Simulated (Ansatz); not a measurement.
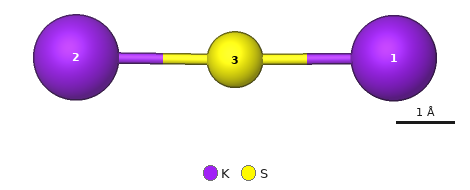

**Figure 1.** The structure as given in the input (ball-and-stick view, seen on its broad side; atoms are numbered from 1 in the order of the input). Sticks mark near contacts. Bond lengths as drawn: K–S 2.74 Å.

Run report: K2S, molecular dynamics

The run: molecular dynamics of K2S. Method and program: RKS PBE-d3bjatm/def2-SVP (Ansatz 0.2.0).

The geometry comes from this level: r2SCAN-D4/def2-TZVP. Figures and captions count atoms from 1; the log counts them from 0 in places.

Input
```yaml
crystal:
  periodic: [false, false, false]
  atoms:
    - {symbol: K, position_ang: [0.483606, -2.065626, 1.738454]}
    - {symbol: K, position_ang: [-0.464559, 2.074395, -1.733197]}
    - {symbol: S, position_ang: [-0.019047, -0.008769, -0.005257]}
basis:
  gaussian: {orbitals: def2-SVP}
hamiltonian: {xc: {name: PBE}, dispersion: d3bjatm}
md: {timestep: 1 fs, n_steps: 15, ensemble: nve, temperature: 700, initial_velocities: maxwell_boltzmann, seed: 466}
scf: {omitted_lower_state_checks: [starts]}
```

Run on 4 threads of Arm Neoverse V1, 23 GiB of memory available, shared host.

Launch command:
```bash
ansatz run in.yaml --threads 4 --pin off --events-out ev --progress --plain --max-ram 3916MiB
```

Output
```
Functional definition: PBE
  name "PBE"
  cite "Perdew, Burke & Ernzerhof, Phys. Rev. Lett. 77, 3865 (1996) doi:10.1103/PhysRevLett.77.3865"
  parent pbe
  parameter kappa = 0.804
  parameter beta = 0.06672455060314922
  exchange = pbe_x(kappa = kappa, mu = beta*pi^2/3)
  correlation = pbe_c(beta = beta)
these checks for a lower state are left out or cut short: starts
757 factors; their error is unknown
mean field evaluation 1: about -43455.5336 eV, gradient 4.0e1 eV
mean field evaluation 2: about -43334.6139 eV, gradient 9.9e1 eV
mean field evaluation 4: about -43461.4440 eV, gradient 1.2e1 eV
mean field evaluation 8: about -43462.0959 eV, gradient 1.7e-1 eV
mean field evaluation 16: about -43462.0385 eV, gradient 2.0e-5 eV
mean field -43462.03849159 eV, -1597.2004549380 hartree, gradient 2.0e-5 eV, S^2 0.000000; 0 other end points of the search recorded, 0 dependent functions left out
the calculation of the forces begins
reference -43462.03859774 eV, -1597.2004588391 hartree; 27, 27 occupied and 39, 39 virtual orbitals, 757 factors
md step     0: t =     0.00 fs  T =   700.0 K  F+E_penalty+E_count = -43462.09737480 eV  E_kin = 0.090482 eV  conserved = -43462.00689280 eV  (26 SCF iters)
these checks for a lower state are left out or cut short: starts, cluster_reference, orbital_swaps, neighbouring_geometries, increment
757 factors; their error is unknown
mean field -43462.03781899 eV, -1597.2004302207 hartree, gradient 2.6e-5 eV, S^2 0.000000; 0 other end points of the search recorded, 0 dependent functions left out
[... from here on the field's lines of each further geometry are left out, up to the last ...]
md step     1: t =     1.00 fs  T =   694.5 K  F+E_penalty+E_count = -43462.09666219 eV  E_kin = 0.089771 eV  conserved = -43462.00689131 eV  (23 SCF iters)
md step     2: t =     2.00 fs  T =   685.7 K  F+E_penalty+E_count = -43462.09552671 eV  E_kin = 0.088637 eV  conserved = -43462.00688960 eV  (22 SCF iters)
md step     3: t =     3.00 fs  T =   673.9 K  F+E_penalty+E_count = -43462.09399152 eV  E_kin = 0.087104 eV  conserved = -43462.00688765 eV  (22 SCF iters)
md step     4: t =     4.00 fs  T =   659.1 K  F+E_penalty+E_count = -43462.09208372 eV  E_kin = 0.085198 eV  conserved = -43462.00688551 eV  (22 SCF iters)
md step     5: t =     5.00 fs  T =   641.7 K  F+E_penalty+E_count = -43462.08983377 eV  E_kin = 0.082951 eV  conserved = -43462.00688321 eV  (22 SCF iters)
md step     6: t =     6.00 fs  T =   622.0 K  F+E_penalty+E_count = -43462.08727486 eV  E_kin = 0.080394 eV  conserved = -43462.00688080 eV  (22 SCF iters)
md step     7: t =     7.00 fs  T =   600.1 K  F+E_penalty+E_count = -43462.08444229 eV  E_kin = 0.077564 eV  conserved = -43462.00687830 eV  (22 SCF iters)
md step     8: t =     8.00 fs  T =   576.3 K  F+E_penalty+E_count = -43462.08137289 eV  E_kin = 0.074497 eV  conserved = -43462.00687574 eV  (23 SCF iters)
md step     9: t =     9.00 fs  T =   551.1 K  F+E_penalty+E_count = -43462.07810459 eV  E_kin = 0.071231 eV  conserved = -43462.00687318 eV  (22 SCF iters)
md step    10: t =    10.00 fs  T =   524.6 K  F+E_penalty+E_count = -43462.07467575 eV  E_kin = 0.067805 eV  conserved = -43462.00687064 eV  (23 SCF iters)
md step    11: t =    11.00 fs  T =   497.1 K  F+E_penalty+E_count = -43462.07112475 eV  E_kin = 0.064257 eV  conserved = -43462.00686816 eV  (20 SCF iters)
md step    12: t =    12.00 fs  T =   469.0 K  F+E_penalty+E_count = -43462.06748944 eV  E_kin = 0.060624 eV  conserved = -43462.00686563 eV  (21 SCF iters)
md step    13: t =    13.00 fs  T =   440.5 K  F+E_penalty+E_count = -43462.06380720 eV  E_kin = 0.056944 eV  conserved = -43462.00686328 eV  (21 SCF iters)
md step    14: t =    14.00 fs  T =   412.0 K  F+E_penalty+E_count = -43462.06011388 eV  E_kin = 0.053253 eV  conserved = -43462.00686107 eV  (21 SCF iters)
the calculation of the forces begins
reference -43461.99823973 eV, -1597.1989757096 hartree; 27, 27 occupied and 39, 39 virtual orbitals, 757 factors
these checks for a lower state are left out or cut short: starts
757 factors; their error is unknown
mean field -43461.99813429 eV, -1597.1989718347 hartree, gradient 5.7e-5 eV, S^2 0.000000; 0 other end points of the search recorded, 0 dependent functions left out
the calculation of the forces begins
reference -43461.99823973 eV, -1597.1989757096 hartree; 27, 27 occupied and 39, 39 virtual orbitals, 757 factors
md step    15: t =    15.00 fs  T =   383.6 K  F+E_penalty+E_count = -43462.05644400 eV  E_kin = 0.049585 eV  conserved = -43462.00685912 eV  (14 SCF iters)
```

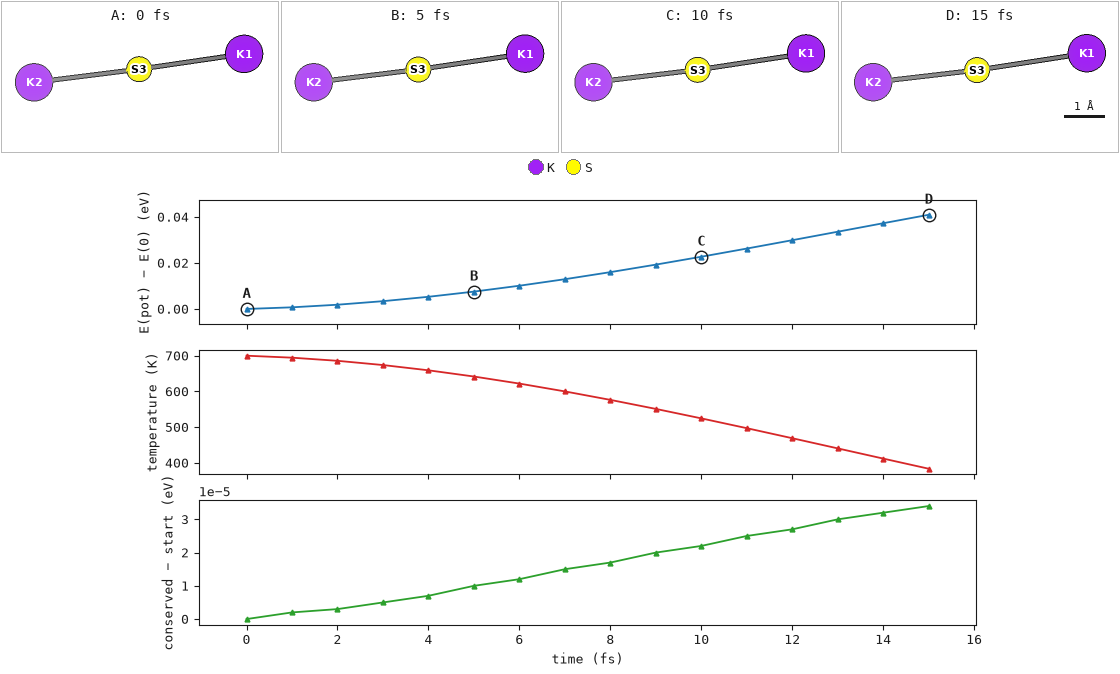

**Figure 2.** Frames of the molecular dynamics (ball-and-stick, seen at a tilt) above the curves, on which the letters mark them. The trajectory kept here has 16 frames over 15 fs. The temperature starts at 700 K, ranges from 384 to 700 K and averages 482 K over the second half. The potential energy ends 0.041 eV above its first value. The conserved quantity stays within 3.4e-05 eV. After an unweighted best fit of the last frame on the first, the root-mean-square displacement is 0.05 Å.

```
Total energy: -43462.05654944 eV, -1597.2011185518 hartree
Atom 0 at     0.502554    -2.114451     1.784048 Å, force    -0.105914     0.423178    -0.360247 eV/Å
Atom 1 at    -0.462288     2.096306    -1.747205 Å, force    -0.003719     0.030888    -0.023892 eV/Å
Atom 2 at    -0.044924     0.024054    -0.043777 Å, force     0.109633    -0.454066     0.384139 eV/Å
Dipole moment:     0.061681    -0.051121     0.072797 e Å
Checks for a lower state left out: starts
```

Trajectory as extended XYZ (Å, eV, eV/Å), 16 frames, from step=0 to step=15
```
3
Properties=species:S:1:pos:R:3:forces:R:3 step=0 time_fs=0.0 energy=-43462.09737 temperature=700.0
K     0.4836   -2.0656    1.7385   -0.0124   0.0549  -0.0459
K    -0.4646    2.0744   -1.7332    0.0128  -0.0547   0.0460
S    -0.0190   -0.0088   -0.0053   -0.0004  -0.0002  -0.0001
3
Properties=species:S:1:pos:R:3:forces:R:3 step=1 time_fs=1.0 energy=-43462.09666 temperature=694.5
K     0.4850   -2.0692    1.7418   -0.0206   0.0887  -0.0745
K    -0.4644    2.0759   -1.7342    0.0113  -0.0478   0.0403
S    -0.0209   -0.0062   -0.0082    0.0093  -0.0409   0.0342
3
Properties=species:S:1:pos:R:3:forces:R:3 step=2 time_fs=2.0 energy=-43462.09553 temperature=685.7
K     0.4863   -2.0728    1.7451   -0.0286   0.1211  -0.1021
K    -0.4643    2.0774   -1.7351    0.0099  -0.0407   0.0345
S    -0.0227   -0.0036   -0.0111    0.0187  -0.0804   0.0676
3
Properties=species:S:1:pos:R:3:forces:R:3 step=3 time_fs=3.0 energy=-43462.09399 temperature=673.9
K     0.4876   -2.0764    1.7484   -0.0363   0.1523  -0.1285
K    -0.4641    2.0788   -1.7361    0.0084  -0.0336   0.0286
S    -0.0245   -0.0010   -0.0140    0.0279  -0.1187   0.0999
3
Properties=species:S:1:pos:R:3:forces:R:3 step=4 time_fs=4.0 energy=-43462.09208 temperature=659.1
K     0.4890   -2.0799    1.7517   -0.0437   0.1821  -0.1539
K    -0.4640    2.0803   -1.7370    0.0070  -0.0265   0.0228
S    -0.0263    0.0015   -0.0168    0.0367  -0.1556   0.1311
3
Properties=species:S:1:pos:R:3:forces:R:3 step=5 time_fs=5.0 energy=-43462.08983 temperature=641.7
K     0.4903   -2.0834    1.7550   -0.0508   0.2106  -0.1781
K    -0.4638    2.0818   -1.7379    0.0056  -0.0196   0.0171
S    -0.0281    0.0040   -0.0196    0.0452  -0.1910   0.1611
3
Properties=species:S:1:pos:R:3:forces:R:3 step=6 time_fs=6.0 energy=-43462.08727 temperature=622.0
K     0.4916   -2.0869    1.7581   -0.0576   0.2377  -0.2013
K    -0.4637    2.0832   -1.7388    0.0043  -0.0127   0.0115
S    -0.0299    0.0064   -0.0224    0.0534  -0.2250   0.1898
3
Properties=species:S:1:pos:R:3:forces:R:3 step=7 time_fs=7.0 energy=-43462.08444 temperature=600.1
K     0.4929   -2.0902    1.7613   -0.0642   0.2635  -0.2232
K    -0.4635    2.0847   -1.7398    0.0030  -0.0062   0.0061
S    -0.0316    0.0087   -0.0251    0.0612  -0.2573   0.2171
3
Properties=species:S:1:pos:R:3:forces:R:3 step=8 time_fs=8.0 energy=-43462.08137 temperature=576.3
K     0.4942   -2.0936    1.7644   -0.0704   0.2879  -0.2441
K    -0.4634    2.0861   -1.7407    0.0018   0.0001   0.0010
S    -0.0334    0.0110   -0.0277    0.0686  -0.2880   0.2431
3
Properties=species:S:1:pos:R:3:forces:R:3 step=9 time_fs=9.0 energy=-43462.07811 temperature=551.1
K     0.4954   -2.0968    1.7674   -0.0763   0.3110  -0.2638
K    -0.4632    2.0876   -1.7416    0.0006   0.0061  -0.0039
S    -0.0351    0.0132   -0.0303    0.0757  -0.3170   0.2677
3
Properties=species:S:1:pos:R:3:forces:R:3 step=10 time_fs=10.0 energy=-43462.07468 temperature=524.6
K     0.4967   -2.1000    1.7704   -0.0820   0.3328  -0.2825
K    -0.4631    2.0890   -1.7425   -0.0004   0.0116  -0.0083
S    -0.0368    0.0153   -0.0328    0.0824  -0.3443   0.2909
3
Properties=species:S:1:pos:R:3:forces:R:3 step=11 time_fs=11.0 energy=-43462.07113 temperature=497.1
K     0.4979   -2.1030    1.7733   -0.0873   0.3533  -0.3001
K    -0.4629    2.0905   -1.7435   -0.0013   0.0166  -0.0124
S    -0.0385    0.0173   -0.0352    0.0887  -0.3699   0.3125
3
Properties=species:S:1:pos:R:3:forces:R:3 step=12 time_fs=12.0 energy=-43462.06749 temperature=469.0
K     0.4991   -2.1060    1.7761   -0.0924   0.3725  -0.3166
K    -0.4627    2.0919   -1.7444   -0.0021   0.0211  -0.0161
S    -0.0401    0.0192   -0.0375    0.0945  -0.3936   0.3327
3
Properties=species:S:1:pos:R:3:forces:R:3 step=13 time_fs=13.0 energy=-43462.06381 temperature=440.5
K     0.5003   -2.1089    1.7788   -0.0972   0.3906  -0.3322
K    -0.4626    2.0934   -1.7453   -0.0028   0.0250  -0.0192
S    -0.0418    0.0209   -0.0397    0.1000  -0.4156   0.3514
3
Properties=species:S:1:pos:R:3:forces:R:3 step=14 time_fs=14.0 energy=-43462.06011 temperature=412.0
K     0.5014   -2.1117    1.7815   -0.1017   0.4075  -0.3467
K    -0.4624    2.0948   -1.7463   -0.0033   0.0283  -0.0218
S    -0.0434    0.0226   -0.0418    0.1050  -0.4357   0.3685
3
Properties=species:S:1:pos:R:3:forces:R:3 step=15 time_fs=15.0 energy=-43462.05644 temperature=383.6
K     0.5026   -2.1145    1.7840   -0.1059   0.4232  -0.3602
K    -0.4623    2.0963   -1.7472   -0.0037   0.0309  -0.0239
S    -0.0449    0.0241   -0.0438    0.1096  -0.4541   0.3841
```

Results in brief

- outcome: finished
- mean temperature over the second half: 482 K
- trajectory: 15 steps, 15 fs
- ensemble: nve
- temperature in the input: 700 K
- time step: 1 fs
- potential energy (last step): −43462.0565 eV
- mean-field energy (last step): −43461.9982 eV
- dispersion energy (last step): −0.0583 eV
- SCF solution under orbital rotations (last step): stable
- largest force (length of the vector) (last step): 0.605 eV/Å
- dipole moment (last step): 0.52 D
- wall time: 12 s (CPU time 41 s)
- peak memory: 0.29 GiB

So short a trajectory is not equilibrated.
